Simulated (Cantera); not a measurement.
Input: 1 mol MgO, 1.3 mol Cl₂, 14 mol O₂, at 100000 Pa.

Cantera equilibrium calculation (NASA polynomials, part measured and part estimated; ideal gas, pure solids and liquids). Candidate condensed phases: Mg, MgCl₂, MgO; 11 gas species. The numbers say what is thermodynamically allowed, not how fast it happens.

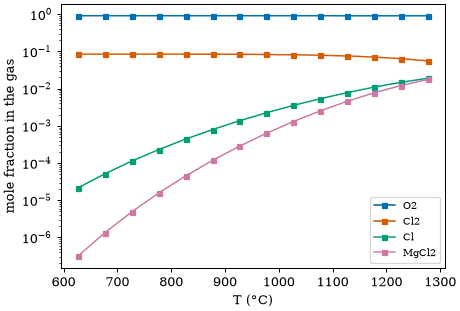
Figure. Equilibrium gas composition (values under 1e-9 drawn at 1e-9)

From 627 °C to 1277 °C the condensed part is MgO(s). The main Mg-bearing gas is MgCl₂ throughout.
